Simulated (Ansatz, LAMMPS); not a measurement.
## Ionic liquid triethylsulfonium methanesulfonate with Li salt, from a frame at 450 K (189 atoms): geometry optimisation

Aim: bring ionic liquid triethylsulfonium methanesulfonate with Li salt, from a frame at 450 K (189 atoms) to a nearby minimum of the energy and see what moves.

Method: Kohn-Sham DFT, PBE+D3(BJ), PAW (set soft_2), plane waves, in Ansatz 0.2.0.

## 1. The starting structure

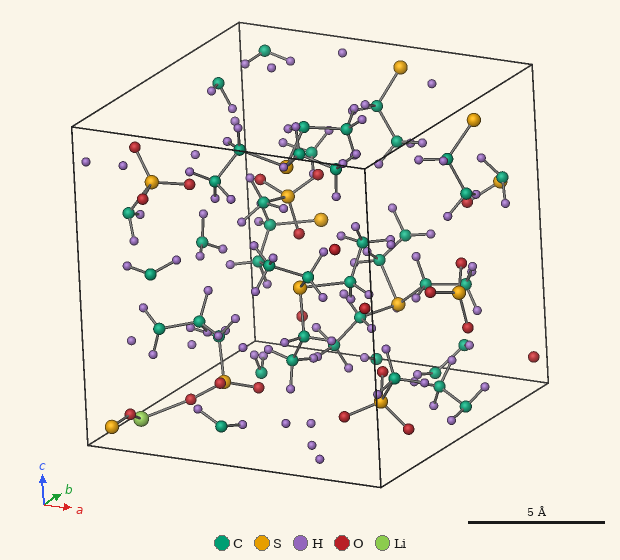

The cell as given, slightly off an axis (carbon teal, sulfur orange, hydrogen purple, oxygen red, lithium green). Bonds to atoms that aren't drawn are left out. Some periodic images of atoms are drawn too.

The cell holds 189 atoms: 43 C, 13 S, 111 H, 21 O and 1 Li. Its edges and angles: a = 12.427 Å, b = 12.427 Å, c = 12.427 Å, α = 90.0°, β = 90.0°, γ = 90.0°. 6 triethylsulfonium, 7 methanesulfonate, 1 Li+ placed at random, at 1.2 g/cm³; overlaps pushed apart, then 10 ps at 700 K with Joung-Cheatham ions (J. Phys. Chem. B 112, 9020 (2008)); MMFF94 bonds, angles, torsions, charges and radii (Halgren, J. Comput. Chem. 17, 490 (1996)) in harmonic and 12-6 forms; charges of ions scaled by 0.8. Snapshot after 30 ps at 450 K and fixed volume.

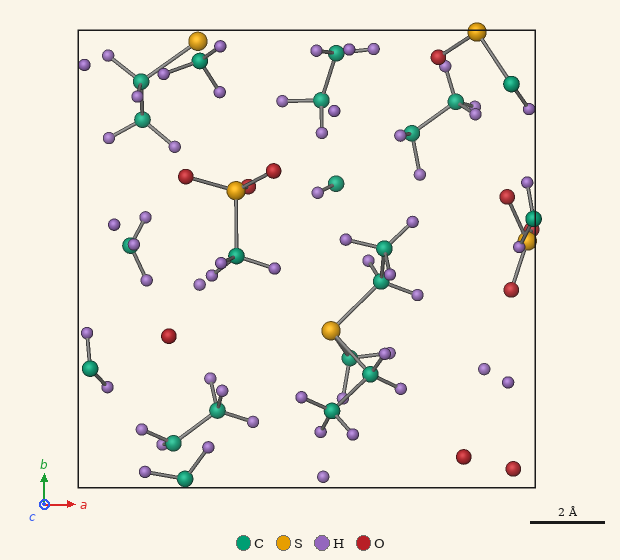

A slice 6 Å thick through the middle of the cell. Bonds to atoms that aren't drawn are left out.

Limits known from the start: The network of contacts between molecules at the start is that of the classical potential that made the cell. The density was typed from a rule of thumb and may lie off the real one at this temperature. Only the Γ point is sampled, in a cell whose shortest periodic width is 12 Å.

## 2. Single point at the start

A single point comes first, to see the forces before anything moves.

Input file input.yaml:

```yaml
crystal:
  lattice:
    - [12.42715, 0.0, 0.0]
    - [0.0, 12.42715, 0.0]
    - [0.0, 0.0, 12.42715]
  atoms:
    - { symbol: C, position: [0.30473, 0.16858, 0.37372] }
    - { symbol: C, position: [0.20843, 0.09691, 0.3619] }
    - { symbol: S, position: [0.26202, 0.97588, 0.42273] }
    - { symbol: C, position: [0.13783, 0.88776, 0.41953] }
    [... 179 atom lines left out ...]
    - { symbol: O, position: [0.19851, 0.33114, 0.73697] }
    - { symbol: O, position: [0.14906, 0.13889, 0.74736] }
    - { symbol: H, position: [0.06431, 0.21965, 0.57838] }
    - { symbol: H, position: [0.94031, 0.22995, 0.67909] }
    - { symbol: H, position: [0.01951, 0.338, 0.61679] }
    - { symbol: Li, position: [0.03461, 0.2583, 0.00343] }
kpoints:
  mp_grid: { grid: [1, 1, 1] }
hamiltonian:
  xc: pbe
  dispersion: d3bj
scf:
  occupations: { method: fixed }
output:
  forces: true
  stress: true
  populations: true
  dos:
    method: { smearing: { sigma: 0.08 } }
    de: 0.1
    projected: { site_lists: { C: [C], H: [H], Li: [Li], O: [O], S: [S] } }
  eigenvalues: true
```

Launch:

```bash
$ ansatz run input.yaml --threads 4 --pin off --max-ram 8192MiB --backend cpu --events-out ev --progress --plain --runs-dir out
```

Run time: 12 s. Hardware: 4 threads of AMD EPYC 9R45, shared host; peak memory 2.8 GiB; 45 s of CPU time.

The run gave:

```
free energy                                      : -36409.8694 eV
free energy per atom                             : -192.6448 eV/atom
SCF cycles                                       : 11
pressure                                         : 2.294 GPa
r.m.s. force component                           : 1.219 eV/Å
longest force                                    : 6.964 eV/Å
Fermi energy                                     : 1.095 eV
gap (highest filled to lowest empty level) : 1.383 eV
spilling of the projection                       : 0.0173
```

The r.m.s. force component of 1.2 eV/Å and the pressure of 2.3 GPa set the starting point.

Neighbours are counted within 1.34 Å (H-C), 1.85 Å (C-C), 2.21 Å (C-S), 1.88 Å (O-S), 2.38 Å (O-Li), cutoffs set anew for this text.

Length of the force by element and coordination:

| element | coordination | atoms | mean length of the force (eV/Å) | spread | least | most |
| --- | --- | --- | --- | --- | --- | --- |
| C | all | 43 | 2.64 | 1.11 | 0.436 | 4.91 |
| H | all | 111 | 1.23 | 0.696 | 0.222 | 4.96 |
| Li | all | 1 | 0.483 | 0 | 0.483 | 0.483 |
| O | all | 21 | 1.90 | 1.21 | 0.364 | 5.52 |
| O | 1 | 17 | 1.89 | 1.34 | 0.364 | 5.52 |
| O | 2 | 4 | 1.93 | 0.173 | 1.75 | 2.12 |
| S | all | 13 | 3.28 | 1.27 | 1.96 | 6.96 |
| S | 3 | 6 | 2.77 | 0.488 | 1.96 | 3.35 |
| S | 4 | 7 | 3.73 | 1.53 | 2.21 | 6.96 |

## 3. Relaxation

The atoms are relaxed in the fixed cell, aiming at the force tolerance of the input.

input.yaml, the sections that differ from step 2:

```yaml
output:
  forces: true
relax:
  f_tol: 0.05
  max_steps: 200
# crystal, kpoints, hamiltonian, scf: as in step 2
```

The job ended after 6.6 min (4 threads; peak memory 2.5 GiB).

The steps of the relaxation (22 of 88):

| step | energy less that of the first step (eV) | largest force component (eV/Å) |
| --- | --- | --- |
| 1 | 0.0000 | 4.7814 |
| 5 | -13.8084 | 0.2935 |
| 9 | -14.5245 | 0.5404 |
| 13 | -14.7961 | 0.4483 |
| 18 | -14.9531 | 0.2914 |
| 22 | -15.0529 | 0.2302 |
| 26 | -15.1380 | 0.1650 |
| 30 | -15.1750 | 0.1480 |
| 34 | -15.2024 | 0.2598 |
| 38 | -15.2511 | 0.2355 |
| 42 | -15.3057 | 0.3951 |
| 47 | -15.3790 | 0.3355 |
| 51 | -15.4321 | 0.1253 |
| 55 | -15.4789 | 0.1965 |
| 59 | -15.5034 | 0.0326 |
| 63 | -15.5205 | 0.1168 |
| 67 | -15.5613 | 0.7069 |
| 71 | -15.6696 | 0.6173 |
| 76 | -15.8297 | 0.2267 |
| 80 | -15.9034 | 0.3776 |
| 84 | -15.9451 | 0.0652 |
| 88 | -15.9574 | 0.0462 |

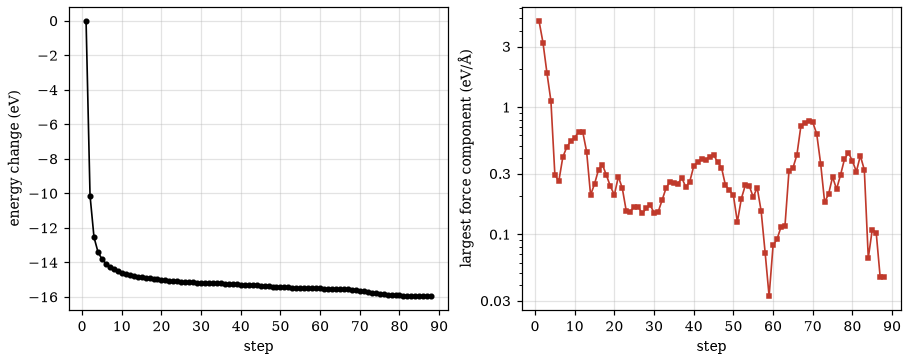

Energy and largest force along the relaxation.

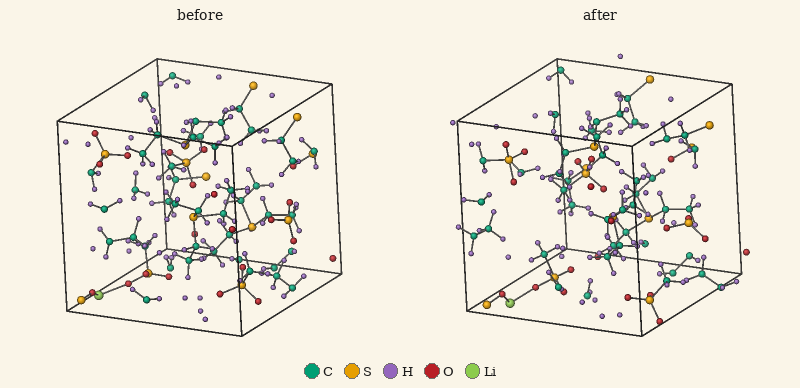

Before and after, at one scale. Bonds to atoms that aren't drawn are left out.

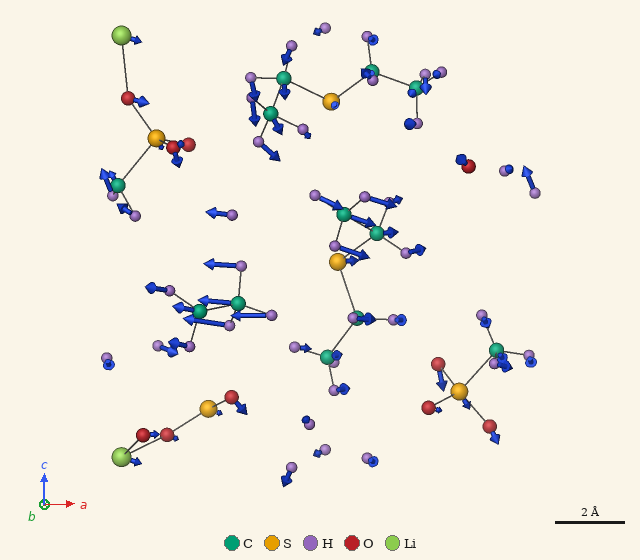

Displacements in the relaxation, scaled; the longest in the cell stands for 3.81 Å. Drawn is a slice 4 Å thick, seen along the normal of the ac plane. Bonds to atoms that aren't drawn are left out.

The atoms that moved most (Å):

| atom | dx | dy | dz | length |
| --- | --- | --- | --- | --- |
| H8 | -3.661 | -0.853 | 0.650 | 3.815 |
| H118 | -1.719 | -1.156 | 2.591 | 3.317 |
| H9 | -3.080 | 0.179 | -0.024 | 3.086 |
| C1 | -2.933 | -0.435 | 0.314 | 2.982 |
| H10 | -2.871 | -0.556 | 0.254 | 2.935 |
| H130 | 2.479 | 1.003 | 1.032 | 2.867 |
| H88 | 2.628 | 0.386 | -0.941 | 2.818 |
| H120 | -1.399 | -1.003 | 2.172 | 2.772 |

The relaxation changed the energy by -84.4 meV/atom, and atoms moved by 1.5 Å r.m.s., 3.8 Å at most.

## 4. Structure statistics after relaxation

Bonds before and after, by the cutoffs listed below:

| pair | bonds before | bonds after | mean before (Å) | mean after (Å) | spread before (Å) | spread after (Å) |
| --- | --- | --- | --- | --- | --- | --- |
| H-C | 111 | 111 | 1.096 | 1.097 | 0.039 | 0.002 |
| C-C | 18 | 18 | 1.516 | 1.519 | 0.040 | 0.002 |
| C-S | 25 | 25 | 1.815 | 1.813 | 0.052 | 0.015 |
| O-S | 21 | 21 | 1.457 | 1.481 | 0.023 | 0.005 |
| O-Li | 4 | 4 | 1.916 | 1.989 | 0.032 | 0.040 |

Density 1.20 g/cm³, 10.15 Å³ an atom.

g(r), total and by pair (bins of 0.2 Å):

| r (Å) | total | H-H | H-C | H-O | H-S | H-Li | C-C |
| --- | --- | --- | --- | --- | --- | --- | --- |
| 1.00 | 3.70 | 0.00 | 13.85 | 0.00 | 0.00 | 0.00 | 0.00 |
| 1.20 | 0.37 | 0.00 | 1.39 | 0.00 | 0.00 | 0.00 | 0.00 |
| 1.40 | 0.41 | 0.00 | 0.00 | 0.00 | 0.00 | 0.00 | 0.00 |
| 1.60 | 0.33 | 0.00 | 0.00 | 0.00 | 0.00 | 0.00 | 6.40 |
| 1.80 | 1.58 | 3.63 | 0.00 | 0.00 | 0.00 | 0.00 | 0.00 |
| 2.00 | 0.09 | 0.00 | 0.00 | 0.38 | 0.00 | 0.00 | 0.00 |
| 2.20 | 1.06 | 0.32 | 3.06 | 1.00 | 0.00 | 0.00 | 0.00 |
| 2.40 | 1.16 | 1.29 | 0.00 | 1.03 | 5.39 | 0.00 | 0.00 |
| 2.60 | 0.92 | 1.86 | 0.07 | 0.97 | 0.00 | 0.00 | 0.00 |
| 2.80 | 0.95 | 0.65 | 0.78 | 2.43 | 0.19 | 0.00 | 1.74 |
| 3.00 | 0.90 | 0.85 | 1.06 | 0.66 | 2.58 | 2.34 | 0.10 |
| 3.20 | 0.94 | 0.97 | 1.06 | 0.51 | 1.03 | 2.07 | 0.31 |
| 3.40 | 0.84 | 0.70 | 0.90 | 0.79 | 1.14 | 1.19 | 0.64 |
| 3.60 | 0.94 | 0.87 | 0.74 | 1.74 | 0.86 | 0.00 | 0.70 |
| 3.80 | 1.03 | 0.95 | 1.11 | 1.02 | 1.20 | 0.46 | 0.92 |
| 4.00 | 0.94 | 0.98 | 0.80 | 1.06 | 0.79 | 0.86 | 1.48 |
| 4.20 | 1.02 | 0.95 | 1.06 | 1.13 | 0.57 | 0.40 | 1.64 |
| 4.40 | 1.08 | 1.01 | 1.25 | 1.17 | 0.84 | 1.43 | 1.06 |
| 4.60 | 1.11 | 1.08 | 1.24 | 1.02 | 1.09 | 1.61 | 1.05 |
| 4.80 | 1.08 | 1.19 | 1.07 | 1.02 | 1.11 | 1.22 | 1.15 |
| 5.00 | 1.01 | 1.04 | 1.01 | 1.10 | 1.07 | 1.09 | 1.06 |
| 5.20 | 1.05 | 1.04 | 0.99 | 0.89 | 1.14 | 1.02 | 1.07 |
| 5.40 | 1.00 | 0.99 | 1.00 | 0.74 | 0.97 | 0.71 | 1.44 |
| 5.60 | 1.02 | 1.00 | 0.89 | 0.89 | 1.27 | 1.31 | 1.14 |
| 5.80 | 1.00 | 0.95 | 1.03 | 1.12 | 0.92 | 0.62 | 0.78 |
| 6.00 | 1.01 | 1.06 | 1.06 | 0.98 | 0.79 | 0.38 | 0.92 |

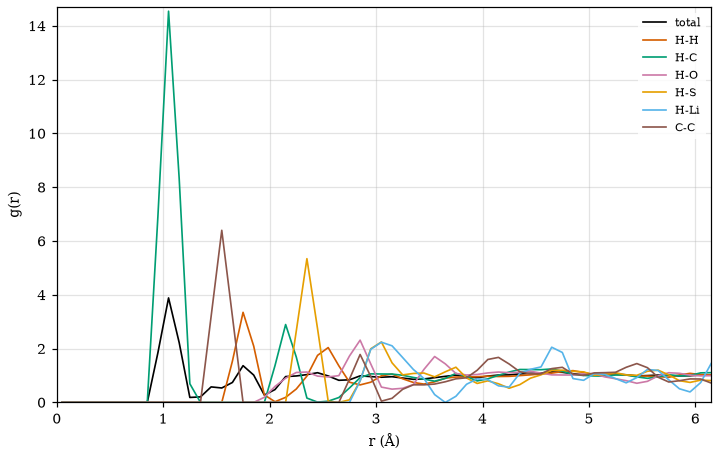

Pair distribution functions, lightly smoothed.

Bonds by pair of elements; cutoffs follow the first minimum of g(r), held within bounds set by covalent radii, and pairs that aren't listed don't count as bonded:

| pair A-B | cutoff (Å) | bonds | mean length (Å) | spread (Å) | shortest (Å) | B about A | A about B |
| --- | --- | --- | --- | --- | --- | --- | --- |
| H-C | 1.34 | 111 | 1.10 | 0.002 | 1.09 | 1 | 2.58 |
| C-C | 1.85 | 18 | 1.52 | 0.002 | 1.52 | 0.837 | 0.837 |
| C-S | 2.21 | 25 | 1.81 | 0.015 | 1.78 | 0.581 | 1.92 |
| O-S | 1.88 | 21 | 1.48 | 0.005 | 1.47 | 1 | 1.61 |
| O-Li | 2.48 | 4 | 1.99 | 0.04 | 1.96 | 0.19 | 4 |

How many atoms have how many bonded neighbours:

| element | mean | 1 | 2 | 3 | 4 |
| --- | --- | --- | --- | --- | --- |
| C | 4 | 0 | 0 | 0 | 43 |
| H | 1 | 111 | 0 | 0 | 0 |
| Li | 4 | 0 | 0 | 0 | 1 |
| O | 1.19 | 17 | 4 | 0 | 0 |
| S | 3.54 | 0 | 0 | 6 | 7 |

Bond angles, per cent of each kind in bins of 5°:

| angle (°) | H-C-H | C-C-H | H-C-S | O-S-O | C-S-O |
| --- | --- | --- | --- | --- | --- |
| 100–105 | 0.0 | 0.0 | 26.3 | 0.0 | 9.5 |
| 105–110 | 78.5 | 22.2 | 71.9 | 0.0 | 90.5 |
| 110–115 | 21.5 | 77.8 | 1.8 | 100.0 | 0.0 |

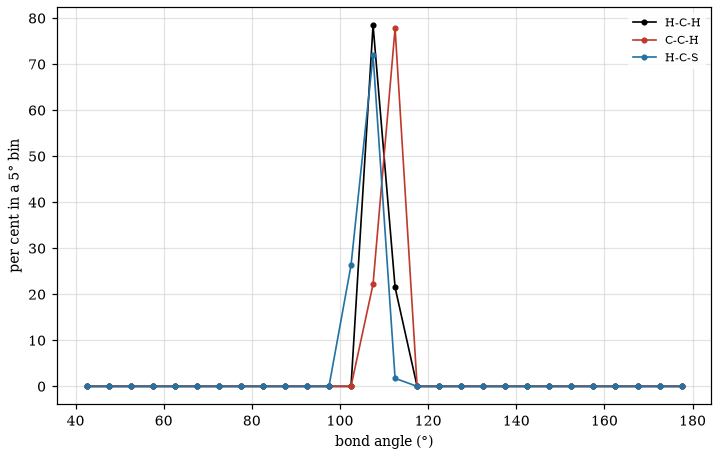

Distributions of the most common bond angles.

Bond angles (no mean is given where the spread exceeds 20°):

| angle | count | mean (°) | spread (°) |
| --- | --- | --- | --- |
| H-C-H | 93 | 109 | 1.3 |
| C-C-H | 90 | 111 | 2 |
| H-C-S | 57 | 106 | 2.1 |
| O-S-O | 21 | 113 | 0.5 |
| C-S-O | 21 | 106 | 0.7 |

Bond length by coordination (bonds to H left out):

| element | coordination | atoms | mean bond length (Å) |
| --- | --- | --- | --- |
| O | 1 | 17 | 1.48 |
| O | 2 | 4 | 1.74 |
| S | 3 | 6 | 1.82 |
| S | 4 | 7 | 1.56 |

By these cutoffs all C atoms have 4, all H atoms have 1, all Li atoms have 4 and 81 % of O atoms have 1 bonded neighbour. The H-C-H angle averages 109° with a spread of 1.3°.

[end of part 1 of 2]

[Logs are printed without paths, hosts, clocks, repeated set-up lines and the standing remarks that a program may print on its own settings, such as how far it seeks lower states.]

[Hosts, paths, dates, database ids (printed as entryN), source tags and the programs' standing remarks are cut or masked in the printed files.]

[The MMFF94 radii named for the starting cell were scaled by 0.96; in molecules described by MMFF94, hydrogen bound to N, O or S took a small fixed 12-6 site in their place.]
